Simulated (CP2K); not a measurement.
**C2H3FSn (SMILES C#[C][SnH2][F]) at GFN1-xTB**

Aim: the energy change on altering one bond length of C2H3FSn at GFN1-xTB, from 2 runs. 

Program for the calculation: CP2K 2026.2.

3 further runs of the same task are left out: 3 set aside as unsound or not needed.

## Step 1: Starting point

C2H3FSn has 7 atoms, charge 0, and is taken as a singlet. As SMILES, `C#[C][SnH2][F]`. Geometry: relaxed at PBE0-D4/def2-TZVP.

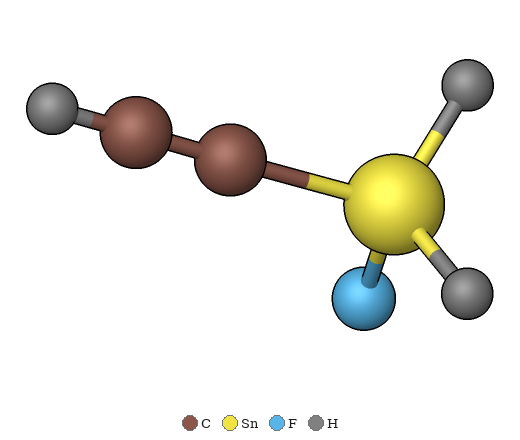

The structure, seen from a chosen angle (carbon brown, tin yellow, fluorine blue, hydrogen grey).

## Step 2: Energy and gradient at GFN1-xTB

File mol.inp:

```
&FORCE_EVAL
  METHOD QUICKSTEP
  &DFT
    &QS
      METHOD XTB
      EPS_DEFAULT 1.0E-10
      &XTB
        GFN_TYPE TBLITE
        &TBLITE
          METHOD GFN1
        &END TBLITE
        CHECK_ATOMIC_CHARGES F
      &END XTB
    &END QS
    # no periodic images
    &POISSON
      PERIODIC NONE
      POISSON_SOLVER ANALYTIC
    &END POISSON
    &SCF
      SCF_GUESS ATOMIC
      EPS_SCF 1.0E-06
      MAX_SCF 150
      ADDED_MOS 4
      &DIAGONALIZATION
        ALGORITHM STANDARD
      &END DIAGONALIZATION
      &MIXING
        METHOD DIRECT_P_MIXING
        ALPHA 0.4
      &END MIXING
    &END SCF
    &PRINT
      &MOMENTS
        PERIODIC F
        REFERENCE COM
        MAX_MOMENT 1
      &END MOMENTS
      &MO ON
        ENERGIES T
        OCCUPATION_NUMBERS T
        NDIGITS 6
        &EACH
          QS_SCF 0
        &END EACH
        ADD_LAST NUMERIC
      &END MO
      &HIRSHFELD OFF
      &END HIRSHFELD
    &END PRINT
  &END DFT
  &SUBSYS
    &CELL
      ABC 12.7 15 12.7
      PERIODIC NONE
    &END CELL
    &COORD
      C      0.540900    -2.061700     0.309600
      C      0.260900    -0.899800     0.149300
      Sn    -0.181000     1.107500    -0.090800
      F     -1.624000     1.153600    -1.356400
      H      0.780800    -3.092100     0.444400
      H     -0.810500     1.782100     1.331900
      H      1.094200     1.942400    -0.833800
    &END COORD
    &TOPOLOGY
      &CENTER_COORDINATES
      &END CENTER_COORDINATES
    &END TOPOLOGY
  &END SUBSYS
  &PRINT
    &FORCES ON
    &END FORCES
  &END PRINT
&END FORCE_EVAL

&GLOBAL
  PROJECT mol
  RUN_TYPE ENERGY_FORCE
  PRINT_LEVEL MEDIUM
&END GLOBAL
```

On the command line:

```sh
$ OMP_NUM_THREADS=1 cp2k.psmp mol.inp > mol.out
```

Log, cut to the lines that bear on the results:

```text
CP2K| version string:                                       CP2K version 2026.2
[...]
 GLOBAL| Method name                                                        CP2K
[...]
 GLOBAL| Run type                                                   ENERGY_FORCE
[...]
                             - Atoms:                                          7
[...]
                             - Spherical basis functions:                     27
[...]
 Number of electrons:                                                         22
[...]
  *** SCF run converged in    12 steps ***
[...]
  Fermi energy:                                                -0.28430567962607
[...]
 TB_DIPOLE| Moment [Debye]          2.51909889       0.14232248       2.22577529
 TB_DIPOLE| Derivative [a.u.]       0.00000000       0.00000000       0.00000000
[...]
 ENERGY| Total FORCE_EVAL ( QS ) energy [hartree]            -13.389565648620287
 FORCES| Atomic forces [hartree/bohr]
 FORCES|   Atom     x               y               z               |f|
 FORCES|      1 -9.74616326E-04  2.36104088E-03 -6.80585381E-04   2.64340453E-03
 FORCES|      2  9.92375597E-05 -6.18082666E-03 -3.70679569E-04   6.19272716E-03
 FORCES|      3  4.79318032E-03  6.29424026E-03  4.69909011E-03   9.20181970E-03
 FORCES|      4  5.00889001E-03  4.30944677E-04  4.43539565E-03   6.70428423E-03
 FORCES|      5 -7.78568096E-04  4.41665223E-03 -3.59416828E-04   4.49912943E-03
 FORCES|      6  1.39604514E-03 -3.20331470E-03 -1.00832657E-02   1.06715704E-02
 FORCES|      7 -9.54416860E-03 -4.11873669E-03  2.35946171E-03   1.06593717E-02
 FORCES| Sum     9.02056208E-17  7.28583860E-17 -1.08420217E-17
 FORCES| Total atomic force                                       1.16460070E-16
[...]
```

It took 1.1 s on 1 thread of AMD EPYC 7R43 (Zen 3), shared host; peak memory 0.19 GiB.

## Step 3: The distorted shape, same level

File job.inp:

```
&GLOBAL
  PROJECT_NAME job
  RUN_TYPE ENERGY_FORCE
  PRINT_LEVEL MEDIUM
&END GLOBAL

&FORCE_EVAL
  METHOD QUICKSTEP
  &DFT
    CHARGE 0
    MULTIPLICITY 1
    &QS
      METHOD XTB
      EPS_DEFAULT 1.0E-10
      &XTB
        GFN_TYPE TBLITE
        &TBLITE
          METHOD GFN1
        &END TBLITE
        CHECK_ATOMIC_CHARGES F
      &END XTB
    &END QS
    &POISSON
      PERIODIC NONE
      POISSON_SOLVER ANALYTIC
    &END POISSON
    &SCF
      SCF_GUESS ATOMIC
      EPS_SCF 1.0E-06
      MAX_SCF 150
      ADDED_MOS 4
      &DIAGONALIZATION
        ALGORITHM STANDARD
      &END DIAGONALIZATION
      &MIXING
        METHOD DIRECT_P_MIXING
        ALPHA 0.4
      &END MIXING
    &END SCF
    &PRINT
      &MOMENTS
        PERIODIC F
        REFERENCE COM
        MAX_MOMENT 1
      &END MOMENTS
      &MO ON
        ENERGIES T
        OCCUPATION_NUMBERS T
        NDIGITS 6
        &EACH
          QS_SCF 0
        &END EACH
        ADD_LAST NUMERIC
      &END MO
      &HIRSHFELD OFF
      &END HIRSHFELD
    &END PRINT
  &END DFT
  &SUBSYS
    &CELL
      ABC [angstrom] 12.7 15.7 12.7
      PERIODIC NONE
    &END CELL
    &COORD
      C      0.396964    -1.443478     0.228722
      C      0.116964    -0.281578     0.068422
      Sn    -0.324936     1.725722    -0.171678
      F     -1.767936     1.771822    -1.437278
      H      0.780800    -3.092100     0.444400
      H     -0.954436     2.400322     1.251022
      H      0.950264     2.560622    -0.914678
    &END COORD
    &TOPOLOGY
      &CENTER_COORDINATES
      &END CENTER_COORDINATES
    &END TOPOLOGY
  &END SUBSYS
  &PRINT
    &FORCES ON
    &END FORCES
  &END PRINT
&END FORCE_EVAL
```

On the command line:

```sh
$ OMP_NUM_THREADS=1 cp2k.psmp -i job.inp -o job.out
```

Log, cut to the lines that bear on the results:

```text
CP2K| version string:                                       CP2K version 2026.2
[...]
 GLOBAL| Method name                                                        CP2K
[...]
 GLOBAL| Run type                                                   ENERGY_FORCE
[...]
                             - Atoms:                                          7
[...]
                             - Spherical basis functions:                     27
[...]
 Number of electrons:                                                         22
[...]
  *** SCF run converged in    10 steps ***
[...]
  Fermi energy:                                                -0.33008261100473
[...]
 TB_DIPOLE| Moment [Debye]          2.52095567       0.14723282       2.22778142
 TB_DIPOLE| Derivative [a.u.]       0.00000000       0.00000000       0.00000000
[...]
 ENERGY| Total FORCE_EVAL ( QS ) energy [hartree]            -13.288251235770499
 FORCES| Atomic forces [hartree/bohr]
 FORCES|   Atom     x               y               z               |f|
 FORCES|      1  1.76400062E-02 -7.72493048E-02  9.80374014E-03   7.98419578E-02
 FORCES|      2  2.07368654E-03 -1.39957937E-02  7.87843282E-04   1.41705015E-02
 FORCES|      3  4.59767254E-03  6.13442514E-03  4.51535425E-03   8.89708877E-03
 FORCES|      4  4.92650849E-03  5.06182828E-04  4.36851770E-03   6.60383630E-03
 FORCES|      5 -2.12576782E-02  9.18580306E-02 -1.19043954E-02   9.50342112E-02
 FORCES|      6  1.24121275E-03 -3.18915727E-03 -9.73538640E-03   1.03193547E-02
 FORCES|      7 -9.22140832E-03 -4.06438287E-03  2.16432641E-03   1.03071765E-02
 FORCES| Sum    -6.93889390E-18 -2.06432094E-16 -5.63785130E-18
 FORCES| Total atomic force                                       2.06625610E-16
[...]
```

It took 1.1 s on 1 thread of AMD EPYC 7R43 (Zen 3), shared host; peak memory 0.18 GiB.

## Step 4: Summary of results

At GFN1-xTB:

| quantity | value |
| --- | --- |
| first shape: total energy | -13.38957 Eh |
| first shape: dipole moment (from atomic charges alone) | 3.36 D |
| first shape: HOMO energy | -12.77 eV |
| first shape: LUMO energy | -6.84 eV |
| first shape: HOMO–LUMO gap | 5.93 eV |
| first shape: largest force on an atom | 0.549 eV/Å |
| distorted shape: total energy | -13.28825 Eh |
| distorted shape: dipole moment (from atomic charges alone) | 3.37 D |
| distorted shape: HOMO energy | -12.67 eV |
| distorted shape: LUMO energy | -8.09 eV |
| distorted shape: HOMO–LUMO gap | 4.58 eV |
| distorted shape: largest force on an atom | 4.887 eV/Å |
| energy change with the C1–H5 bond stretched from 1.067 to 1.706 Å | 2.757 eV |

What this shows: One bond (distorted shape) is far stretched, which a spin-restricted single reference describes badly. With the C1–H5 bond stretched from 1.067 to 1.706 Å the energy rises by 2.76 eV (64 kcal/mol). The first shape isn't relaxed at this level, so the change isn't measured from a minimum. A restricted reference can't describe the breaking bond well at this length. The largest force (first shape) is 0.55 eV/Å: the shape isn't a stationary point for this species at this level. The dipole (first shape) comes from point charges on the atoms alone, without atomic dipoles, so it is partial. The dipole (distorted shape) comes from point charges on the atoms alone, without atomic dipoles, so it is partial.
